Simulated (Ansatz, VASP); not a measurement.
# ZnCdTeO in two plane-wave programs

Wanted: the spread between two codes on one cell, functional and k mesh. The cell is invented: As first built, before any earlier steps moved the atoms: it takes the ZnCdTeSe structure with some of its atoms replaced by other elements, volume scaled by an estimate. It may not be a known or stable phase. The cell comes out of the VASP series on this material, whose earlier steps may have relaxed, scaled or displaced it; both programs get it as it stands.

Program: Ansatz 0.2.0. Level of theory: plane waves, with VASP 6.6.1 beside it; band structure at r2SCAN and single point at r2SCAN. Results are calculated unless marked as measured.

### 1. Starting point

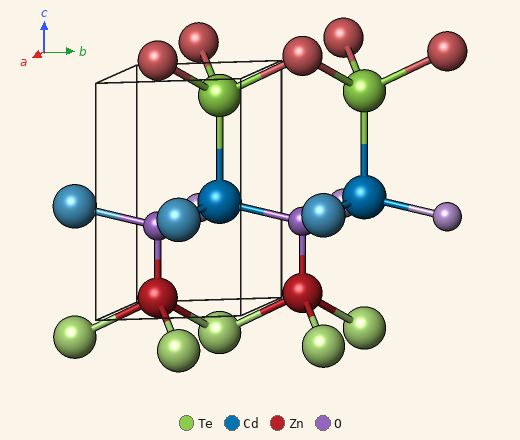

The cell as given, slightly off an axis (tellurium green, cadmium blue, zinc red, oxygen purple). 1×2×1 cells are drawn. Some periodic images of atoms are drawn too.

### 2. Ansatz: band structure, r2SCAN

Ansatz runs on its default PAW (the set named soft_2) files.

The same path points are solved in both programs, so levels can be compared one by one.

Contents of input.yaml:

```yaml
crystal:
  lattice:
    - [3.9925116815, 0.0, 0.0]
    - [-1.9962558457, 3.4576165392, 0.0]
    - [0.0, 0.0, 6.3930050623]
  atoms:
    - { symbol: Te, position: [0.333333333, 0.666666667, 0.8846913495] }
    - { symbol: Cd, position: [0.333333333, 0.666666667, 0.4366553207] }
    - { symbol: Zn, position: [0.666666667, 0.333333333, 0.0642910272] }
    - { symbol: O, position: [0.666666667, 0.333333333, 0.3663613026] }
hamiltonian:
  xc: r2scan
  pseudopotentials: { kind: paw }
kpoints:
  mp_grid: { grid: [7, 7, 4] }
  band_path:
    path:
      - [0.0, 0.0, 0.0]
      - [0.13333, 0.0, 0.0]
      - [0.3, 0.0, 0.0]
      - [0.46667, 0.0, 0.0]
      - [0.46667, 0.06667, 0.0]
      - [0.41111, 0.17778, 0.0]
      - [0.35556, 0.28889, 0.0]
      - [0.28889, 0.28889, 0.0]
      - [0.17778, 0.17778, 0.0]
      - [0.06667, 0.06667, 0.0]
      - [0.0, 0.0, 0.03333]
      - [0.0, 0.0, 0.2]
      - [0.0, 0.0, 0.36667]
      - [0.0, 0.0, 0.5]
      - [0.16667, 0.0, 0.5]
      - [0.3, 0.0, 0.5]
      - [0.46667, 0.0, 0.5]
      - [0.46667, 0.06667, 0.5]
      - [0.41111, 0.17778, 0.5]
      - [0.35556, 0.28889, 0.5]
      - [0.28889, 0.28889, 0.5]
      - [0.17778, 0.17778, 0.5]
      - [0.06667, 0.06667, 0.5]
      - [0.5, 0.0, 0.46667]
      - [0.5, 0.0, 0.3]
      - [0.5, 0.0, 0.13333]
      - [0.33333, 0.33333, 0.0]
      - [0.33333, 0.33333, 0.16667]
      - [0.33333, 0.33333, 0.33333]
      - [0.33333, 0.33333, 0.5]
    npoints: 1
scf:
  occupations: { method: fermi_dirac, width: 0.05 }
  n_extra_bands: 8
output:
  forces: true
  stress: true
  eigenvalues: true
```

Started as:

```sh
ansatz run input.yaml --threads 2 --pin off --max-ram 4608MiB --backend cpu --events-out ev --progress --plain --runs-dir out
```

Numbers of over 12 decimals in the logs are rounded to 6 here.

The program printed:

```text
scf.n_extra_bands = 8 over 27 filled bands (N_el = 54.0): the run solves 35 bands
Engine: ansatz 0.2.0, aarch64-unknown-linux-gnu
Pseudopotentials: kind: paw
Pseudopotential: Te, paw, valence charge 16, recommended cutoff 500 eV (meta_gga), Te.paw.azcp
Pseudopotential: Cd, paw, valence charge 20, recommended cutoff 500 eV (meta_gga), Cd.paw.azcp
Pseudopotential: Zn, paw, valence charge 12, recommended cutoff 500 eV (meta_gga), Zn.paw.azcp
Pseudopotential: O, paw, valence charge 6, recommended cutoff 500 eV (meta_gga), O.paw.azcp
Functional definition: r2SCAN
  parameter k0 = 0.174
  parameter k1 = 0.065
  parameter a1 = 4.9479
  exchange = r2scan_x(k0 = k0, k1 = k1, a1 = a1)
  correlation = r2scan_c
Crystal: 4 atoms, lattice volume = 88.253 Å³
Basis set: ecut = 500 eV, 2297 PW (Γ), exchange–correlation on 120×120×192 points (64 copies of the dense FFT grid, shifted against one another)
Bands: 35, of which v1, the nominal top of the filled ones, is band 27 counted from 1 (26 counted from 0)
Symmetry: 6 space group operations
Space group: P3m1 (ITA 156), of the structure as read, at distance tolerance 4.5e-5 Å
k-points: 28 of 196 (time reversal used)
Non-local potential: Te, projectors of the file, l = 0: 2, l = 1: 2, l = 2: 2, l = 3: 2
Non-local potential: Cd, projectors of the file, l = 0: 3, l = 1: 2, l = 2: 2, l = 3: 1
Non-local potential: Zn, projectors of the file, l = 0: 2, l = 1: 2, l = 2: 3, l = 3: 1
Non-local potential: O, projectors of the file, l = 0: 2, l = 1: 2, l = 2: 1
PAW form: soft (Blöchl's): semilocal exchange-correlation on the pseudo side does not see the compensation charge
PAW frozen core: Te, regenerated for the run's functional (the file was generated under x = pbe(κ = 0.804, μ = 0.219515), c = pbe(β = 0.066725))
PAW frozen core: Cd, regenerated for the run's functional (the file was generated under x = pbe(κ = 0.804, μ = 0.219515), c = pbe(β = 0.066725))
PAW frozen core: Zn, regenerated for the run's functional (the file was generated under x = pbe(κ = 0.804, μ = 0.219515), c = pbe(β = 0.066725))
PAW frozen core: O, regenerated for the run's functional (the file was generated under x = pbe(κ = 0.804, μ = 0.219515), c = pbe(β = 0.066725))
PAW one-centre angular grid: Te, 590 points (default); XC on 160 Gauss nodes
PAW one-centre angular grid: Cd, 590 points (default); XC on 160 Gauss nodes
PAW one-centre angular grid: Zn, 590 points (default); XC on 261 of its mesh's 2673 points in the sphere
PAW one-centre angular grid: O, 302 points (default); XC on 160 Gauss nodes
Initial density: superposition of atomic densities (neutral atoms: chi_scale 0, normalization atom), corrected by the library's trained network
Initial wavefunctions: pseudopotential atomic-orbital guess
Functional: x = r2scan, c = r2scan; τ floored in thin density (d = 2e-4 eV/Å³)
SCF iter   1: F=—  HF=-19157.779758 eV  |F-HF|=—  |Δ(HF+E_count)|=         —  Δρ=1.24e-2  dr2=8.83e-2  dr2_τ=5.30e-2  ethr=1.77e-3  ⟨swp⟩=6.6  Hψ=4254  notcnv=0  defer=7
preconditioner: auto → Resta (q_TF=auto, 2.514 Å⁻¹)  ε∞=4.2  [insulator: Δε(μ)=0.236 eV  Ē_g=13.269 eV  σ=0.050 eV  W_gap=0.77  n_scr=22 (ndim 8)  ℏωp=23.7 eV  f_vac=0.120  D(μ)=0.31/eV (n_scr^D=0)  ε∞_Penn≈4.2]
SCF iter   2: F=—  HF=-19157.793431 eV  |F-HF|=—  |Δ(HF+E_count)|=   1.37e-2  Δρ=3.67e-3  dr2=6.81e-3  dr2_τ=1.80e-3  ethr=1.64e-4  ⟨swp⟩=2.0  Hψ=1862  notcnv=0  defer=71
SCF iter   3: F=—  HF=-19157.791819 eV  |F-HF|=—  |Δ(HF+E_count)|=   1.61e-3  Δρ=2.99e-3  dr2=4.87e-3  dr2_τ=2.77e-4  ethr=1.26e-5  ⟨swp⟩=2.0  Hψ=1366  notcnv=0  defer=71
SCF iter   4: F=—  HF=-19157.791753 eV  |F-HF|=—  |Δ(HF+E_count)|=   6.67e-5  Δρ=1.25e-3  dr2=1.56e-3  dr2_τ=8.48e-5  ethr=9.02e-6  ⟨swp⟩=2.0  Hψ=1121  notcnv=0  defer=71
SCF iter   5: F=—  HF=-19157.791578 eV  |F-HF|=—  |Δ(HF+E_count)|=   1.75e-4  Δρ=3.03e-4  dr2=9.24e-5  dr2_τ=9.35e-6  ethr=2.89e-6  ⟨swp⟩=2.0  Hψ=1355  notcnv=0  defer=71
SCF iter   6: F=—  HF=-19157.791620 eV  |F-HF|=—  |Δ(HF+E_count)|=   4.14e-5  Δρ=1.22e-4  dr2=1.98e-5  dr2_τ=9.76e-7  ethr=1.71e-7  ⟨swp⟩=2.9  Hψ=1755  notcnv=0  defer=71
SCF iter   7: F=—  HF=-19157.791620 eV  |F-HF|=—  |Δ(HF+E_count)|=   4.88e-7  Δρ=3.65e-5  dr2=1.24e-6  dr2_τ=2.68e-8  ethr=3.66e-8  ⟨swp⟩=2.1  Hψ=1202  notcnv=0  defer=71
SCF iter   8: F=—  HF=-19157.791620 eV  |F-HF|=—  |Δ(HF+E_count)|=   1.83e-7  Δρ=1.30e-5  dr2=2.01e-7  dr2_τ=8.47e-9  ethr=2.29e-9  ⟨swp⟩=2.0  Hψ=1438  notcnv=0  defer=71
SCF iter   9: F=-19157.791620 eV  HF=-19157.791620 eV  |F-HF|=5.10e-9  |Δ(HF+E_count)|=   6.95e-9  Δρ=3.82e-6  dr2=1.55e-8  dr2_τ=4.02e-10  ethr=1.85e-10  ⟨swp⟩=10.0  Hψ=4482  notcnv=0
SCF 1 converged in 9 iterations: F = -19157.791620 eV  dr2 = 1.55e-8
  greatest PAW one-centre occupation: 1.002 electrons in one spin orbital (limit 2), on the Cd atom at site 1 (counted from 0), in its partial waves of l = 1
NSCF: frozen V_eff on 30 k-points
SCF converged after 9 iterations
Free energy (F): -19157.791620 eV
Harris-Foulkes:  -19157.791620 eV  (|F-HF|=5.10e-9)
Internal energy: -19157.788708 eV  (E = F + TS)
E sigma→0 (E₀):  -19157.790164 eV
Entropy (-TS):   -0.002912 eV (-0.728 meV/atom)
Fermi energy:    8.417945 eV
--- Per-component energies (eV) ---
  E_band       = -777.566774
  E_kinetic    = 990.445542
  E_local      = -7194.184941  (includes V_loc(G=0)·N_el)
  E_nonlocal   = 391.270539
  E_hartree    = 3458.989127
  E_xc         = -480.008960
  E_vxc        = -515.601305  (∫ρ·V_xc dr)
  E_paw        = -10803.292936  (= ΣΔE_a)
  E_vpaw       = -1401.317374  (= ΣTr[D̂ρ^β])
  E_aug_tail   = 0.000843  (compensation charges beyond the density's cutoff)
  E_vtau       = 33.839923  (kinetic-family band-sum trace: ∫τ·v_τ [+ j·A + Jᵃ·Aᵃ] dr)
  E_ewald      = -5520.513447
  E_core_change = -0.494475  (= ΣΔE_core)
  E_smearing   = -0.002912  (= −TS)
  E_closure    = -0.000000  (closes the sum)
  Σ components = -19157.791620   (vs F -19157.791620, Δ=0.00e0)
--- Forces (eV/Å), atoms counted from 1 ---
  atom   1  Te     0.00000000    -0.00000000     0.01726786
  atom   2  Cd     0.00000000    -0.00000000    -0.01538564
  atom   3  Zn     0.00000000     0.00000000     0.05342994
  atom   4  O      0.00000000    -0.00000000    -0.05507862
  max |Σ_I F_I| component: 2.34e-4 eV/Å
--- Stress (GPa, compression-positive) ---
       -0.337928       0.000000      -0.000000
        0.000000      -0.337928       0.000000
       -0.000000       0.000000      -0.428428
  P = ⅓ Tr σ = -0.3681 GPa (-3.681 kbar)
--- Band table (eV; the first three rows and the last of 28) ---
  k-point 0: bands = [... 23 lower, 5.9033, 6.7843, 7.4321, 8.5070, 8.5070, 12.1671, 14.4131, 14.4131, ... 4 higher]
  k-point 1: bands = [... 23 lower, 5.9238, 5.9238, 8.4964, 8.4964, 8.7215, 12.2258, 14.0835, 14.4136, ... 4 higher]
  k-point 2: bands = [... 23 lower, 5.9447, 5.9447, 8.4855, 8.4855, 9.9124, 12.2645, 12.4845, 14.4233, ... 4 higher]
  k-point 27: bands = [... 23 lower, 4.4853, 5.3925, 5.6544, 6.8744, 11.3176, 12.4334, 12.7802, 13.2692, ... 4 higher]
```

The job ended after 33 s (2 threads of Arm Neoverse N1, shared host; peak memory 0.54 GiB; 61 s of CPU time).

The column dr2 measures how far the density is from self-consistency, as an energy; F and HF (Harris–Foulkes) agree once it is small.

### 3. VASP: band structure, r2SCAN

The same cell, functional, mesh and smearing now go to VASP, with its own data sets and cutoff.

Lines of VASP's logs that name or quote its potential files are left out, and so is its time.

Contents of INCAR:

```
SYSTEM = ZnCdTeO
PREC = Accurate
ENCUT = 520
EDIFF = 1E-06
NELM = 100
ISMEAR = -1
SIGMA = 0.05
LREAL = .FALSE.
ALGO = Normal
METAGGA = R2SCAN
LASPH = .TRUE.
NBANDS = 32
LORBIT = 11
LWAVE = .FALSE.
LCHARG = .FALSE.
KPAR = 2
```

Contents of POSCAR:

```
ZnCdTeO
1.0
    3.9925116815      0.0000000000      0.0000000000
   -1.9962558457      3.4576165392      0.0000000000
    0.0000000000      0.0000000000      6.3930050623
Te Cd Zn O
1 1 1 1
Direct
    0.3333333330      0.6666666670      0.8846913495
    0.3333333330      0.6666666670      0.4366553207
    0.6666666670      0.3333333330      0.0642910272
    0.6666666670      0.3333333330      0.3663613026
```

Contents of KPOINTS:

```
Automatic mesh
0
Gamma
7 7 4
0 0 0
```

Contents of KPOINTS_OPT:

```
Line mode
16
Line-mode
Reciprocal
  0.00000000   0.00000000   0.00000000 GAMMA
  0.50000000   0.00000000   0.00000000 M

  0.50000000   0.00000000   0.00000000 M
  0.33333333   0.33333333   0.00000000 K

  0.33333333   0.33333333   0.00000000 K
  0.00000000   0.00000000   0.00000000 GAMMA

  0.00000000   0.00000000   0.00000000 GAMMA
  0.00000000   0.00000000   0.50000000 A

  0.00000000   0.00000000   0.50000000 A
  0.50000000   0.00000000   0.50000000 L

  0.50000000   0.00000000   0.50000000 L
  0.33333333   0.33333333   0.50000000 H

  0.33333333   0.33333333   0.50000000 H
  0.00000000   0.00000000   0.50000000 A

  0.50000000   0.00000000   0.50000000 L
  0.50000000   0.00000000   0.00000000 M

  0.33333333   0.33333333   0.00000000 K
  0.33333333   0.33333333   0.50000000 H
```

PAW data sets: Te, Cd, Zn and O (PBE family, release 64).

Started as:

```sh
mpirun -np 2 vasp_std
```

The program printed:

```text
[banner, memory and clock lines left out]
running    2 mpi-ranks, on    1 nodes
 distrk:  each k-point on    1 cores,    2 groups
 distr:  one band on    1 cores,    1 groups

 POSCAR found type information on POSCAR TeCdZnO
 POSCAR found :  4 types and       4 ions
|                                                                             |
|               ----> ADVICE to this user running VASP <----                  |
|                                                                             |
|     You enforced a specific xc type in the INCAR file but a different       |
|     [... a line on the potential file left out ...]
|     I HOPE YOU KNOW WHAT YOU ARE DOING!                                     |
|                                                                             |

 LDA part: xc-table for (None), standard interpolation
 POSCAR, INCAR and KPOINTS ok, starting setup
 FFT: planning ... GRIDC
 FFT: planning ... GRID_SOFT
 FFT: planning ... GRID
 WAVECAR not read
 entering main loop
       N       E                     dE             d eps       ncg     rms          rms(c)
DAV:   1     0.230347242137E+03    0.23035E+03   -0.16723E+04  1792   0.121E+03
DAV:   2    -0.475150538866E+02   -0.27786E+03   -0.25738E+03  1832   0.321E+02
DAV:   3    -0.734273196950E+02   -0.25912E+02   -0.25589E+02  2128   0.988E+01
DAV:   4    -0.738534408701E+02   -0.42612E+00   -0.42581E+00  2048   0.135E+01
DAV:   5    -0.738578396144E+02   -0.43987E-02   -0.43986E-02  2224   0.122E+00    0.110E+01
DAV:   6    -0.633687845218E+02    0.10489E+02   -0.65232E+00  2288   0.449E+01    0.947E+00
DAV:   7    -0.635253517114E+02   -0.15657E+00   -0.20894E+00  2000   0.104E+01    0.619E+00
DAV:   8    -0.635622856544E+02   -0.36934E-01   -0.49726E-01  2376   0.574E+00    0.174E+00
DAV:   9    -0.635309355434E+02    0.31350E-01   -0.10274E-01  2192   0.281E+00    0.918E-01
DAV:  10    -0.635305998326E+02    0.33571E-03   -0.21940E-02  1920   0.102E+00    0.551E-01
DAV:  11    -0.635316877339E+02   -0.10879E-02   -0.46188E-03  2096   0.504E-01    0.211E-01
DAV:  12    -0.635309008817E+02    0.78685E-03   -0.13834E-03  2128   0.266E-01    0.800E-02
DAV:  13    -0.635308694604E+02    0.31421E-04   -0.39819E-04  2008   0.112E-01    0.223E-02
DAV:  14    -0.635308811454E+02   -0.11685E-04   -0.13300E-05  2112   0.391E-02    0.121E-02
DAV:  15    -0.635308815042E+02   -0.35881E-06   -0.37180E-06  2032   0.133E-02
   1 F= -.63530882E+02 E0= -.63529435E+02  d E =-.289323E-02
 Start KPOINTS_OPT (optional k-point list driver)
k-point batch [1-28\144]
       N       E                     dE             ncg
DAV:   1     0.389334546646E+04   -0.18785E+05     1792
DAV:   2    -0.361696995760E+04   -0.75103E+04     1816
DAV:   3    -0.429064860665E+04   -0.67368E+03     2144
DAV:   4    -0.430206961458E+04   -0.11421E+02     2000
DAV:   5    -0.430218896760E+04   -0.11935E+00     2208
DAV:   6    -0.430219181763E+04   -0.28500E-02     2032
DAV:   7    -0.430219191567E+04   -0.98038E-04     2208
DAV:   8    -0.430219191933E+04   -0.36602E-05     1696
DAV:   9    -0.430219191952E+04   -0.19032E-06     1400
[...]
k-point batch [141-144\144]
       N       E                     dE             ncg
DAV:   1     0.289920263837E+05   -0.44237E+04      256
DAV:   2     0.279225557036E+05   -0.10695E+04      256
DAV:   3     0.278298210893E+05   -0.92735E+02      320
DAV:   4     0.278283667424E+05   -0.14543E+01      280
DAV:   5     0.278283510269E+05   -0.15715E-01      288
DAV:   6     0.278283506197E+05   -0.40723E-03      280
DAV:   7     0.278283506055E+05   -0.14169E-04      296
DAV:   8     0.278283506050E+05   -0.53371E-06      240
```

OUTCAR, selected parts (step 3):

```text
ion  position               nearest neighbor table
   1  0.333  0.667  0.885-   3 2.58   3 2.58   3 2.58   2 2.86   2 3.53
   2  0.333  0.667  0.437-   4 2.35   4 2.35   4 2.35   1 2.86   3 3.31   3 3.31   3 3.31   1 3.53

  LATTYP: Found a hexagonal cell.
 ALAT       =     3.9925116815
 C/A-ratio  =     1.6012489311

 Subroutine GETGRP returns: Found  6 space group operations
 (whereof  6 operations were pure point group operations)

The static configuration has the point symmetry C_3v.

 Found     28 irreducible k-points:

   k-points           NKPTS =     28   k-points in BZ     NKDIM =     28   number of bands    NBANDS=     32

   dimension x,y,z NGX =    30 NGY =   30 NGZ =   48
   dimension x,y,z NGXF=    60 NGYF=   60 NGZF=   96

   ENCUT  =  520.0 eV  38.22 Ry    6.18 a.u.   7.42  7.42 11.89*2*pi/ulx,y,z

   NELECT =      36.0000    total number of electrons

 k-points in reciprocal lattice and weights: Automatic mesh
   0.00000000  0.00000000  0.00000000       0.005
   0.14285714 -0.00000000  0.00000000       0.031
   0.28571429  0.00000000  0.00000000       0.031
   0.42857143  0.00000000  0.00000000       0.031
   0.14285714  0.14285714  0.00000000       0.031
   0.28571429  0.14285714  0.00000000       0.061
   0.42857143  0.14285714  0.00000000       0.031
   0.28571429  0.28571429  0.00000000       0.031
   0.00000000  0.00000000  0.25000000       0.010
[...]
0.42857143  0.14285714  0.50000000       0.031
   0.28571429  0.28571429  0.50000000       0.031

 average (electrostatic) potential at core
       1 -96.0248       2 -44.1577       3 -41.6850       4 -75.9867

 E-fermi :   2.8465

 k-point     1 :       0.0000    0.0000    0.0000
  band No.  band energies     occupation
    ...
     13      -2.8251      2.00000
     14       0.3401      2.00000
     15       0.3401      2.00000
     16       1.2198      2.00000
     17       1.8538      2.00000
     18       2.9368      0.28218
     19       2.9368      0.28208
     20       6.5917      0.00000
     21       8.8096      0.00000
     22       8.8097      0.00000
    ...

 k-point     2 :       0.1429   -0.0000    0.0000
  band No.  band energies     occupation
    ...
     15       0.1799      2.00000
     16       1.1306      2.00000
     17       1.5103      2.00000
     18       2.6293      1.97438
     19       2.6765      1.93547
     20       7.2435      0.00000
     21       8.5999      0.00000
     22       9.3586      0.00000
     23      10.0923      0.00000
     24      10.7115      0.00000
    ...

 k-point     3 :       0.2857    0.0000    0.0000
  band No.  band energies     occupation
    ...
     14      -1.2018      2.00000
     15      -0.2106      2.00000
     16      -0.1799      2.00000
     17       0.8517      2.00000
     18       2.0777      2.00000
     19       3.8503      0.00000
     20       6.5119      0.00000
     21       7.9732      0.00000
     22       8.8821      0.00000
     23       9.9226      0.00000
    ...

  Total        0.0004768      0.0004768      0.0291784     -0.0000000      0.0000000      0.0000000
  in kB        0.0086565      0.0086565      0.5297168     -0.0000000      0.0000000      0.0000000
  external PRESSURE =       0.1823433 kB  Pullay stress =       0.0000000 kB

  energy-cutoff  :      520.00
  volume of cell :       88.25
      direct lattice vectors                 reciprocal lattice vectors
     3.992511681  0.000000000  0.000000000     0.250468898  0.144608286  0.000000000
    -1.996255846  3.457616539  0.000000000     0.000000000  0.289216571  0.000000000
     0.000000000  0.000000000  6.393005062     0.000000000  0.000000000  0.156420962

 POSITION                                       TOTAL-FORCE (eV/Angst)
 -----------------------------------------------------------------------------------
     -0.00000      2.30508      5.65584         0.000000     -0.000000      0.006722
     -0.00000      2.30508      2.79154        -0.000000     -0.000000      0.005618
      1.99626      1.15254      0.41101        -0.000000      0.000000     -0.007627
      1.99626      1.15254      2.34215         0.000000     -0.000000     -0.004713
 -----------------------------------------------------------------------------------
    total drift:                               -0.000024      0.000014      0.045420

  FREE ENERGIE OF THE ION-ELECTRON SYSTEM (eV)
  ---------------------------------------------------
  free  energy   TOTEN  =       -63.5308815042 eV

  energy  without entropy=      -63.5279882729  energy(sigma->0) =      -63.52943489

 total charge
# of ion       s       p       d       tot
------------------------------------------
    1        1.357   2.147   0.033   3.537
    2        0.350   0.209   9.609  10.168
    3        0.539   0.514   9.817  10.870
    4        1.569   3.365   0.000   4.934
--------------------------------------------------
tot          3.816   6.235  19.459  29.509

[... 3 further parts left out ...]
```

The run ends at a pressure of 0.02 GPa, with forces up to 0.0076 eV/Å.

### 4. Differences

Known differences besides the PAW data sets themselves: VASP keeps PBE cores, Ansatz makes them for the functional; the data sets hold 54 valence electrons in Ansatz (default PAW (the set named soft_2) files) and 36 in VASP; the cutoff is 500 eV in Ansatz and 520 eV in VASP. Total energies have different zeros and are not compared.

Compared:

```
      quantity  Ansatz  VASP  difference
pressure (GPa)   -0.37  0.02       -0.39
```

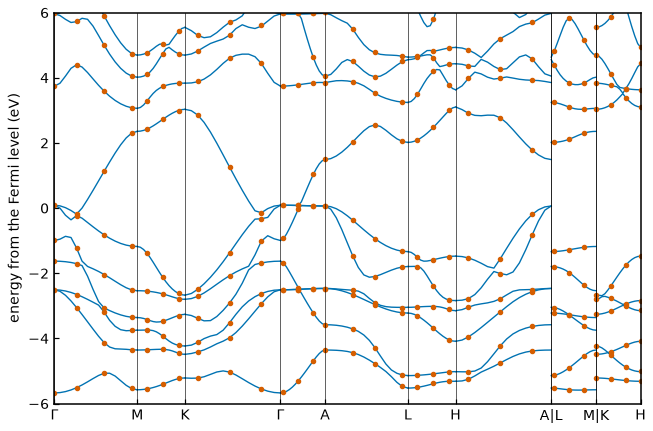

Bands from VASP (lines) and levels from Ansatz (dots). Dots without a line are higher empty bands that the VASP plot leaves out.

At this near-relaxed geometry the largest component of a force difference is 61 meV/Å. Levels from 3 eV below to 2 eV above the Fermi level differ by 5 meV r.m.s. and 10 meV at most; each VASP level is matched to the nearest of Ansatz, which flatters the figure a little. Ansatz's pressure holds a Pulay correction of 0.05 GPa; VASP's holds none.

(Continued in part 2 of 2.)

[Lines on the potential files, build, host, timing and source positions are cut from VASP's logs without a mark.]

[Logs are printed without paths, hosts, clocks, repeated set-up lines and the standing remarks that a program may print on its own settings, such as how far it seeks lower states.]

[Hosts, paths, dates, database ids (printed as entryN), source tags and the programs' standing remarks are cut or masked in the printed files.]
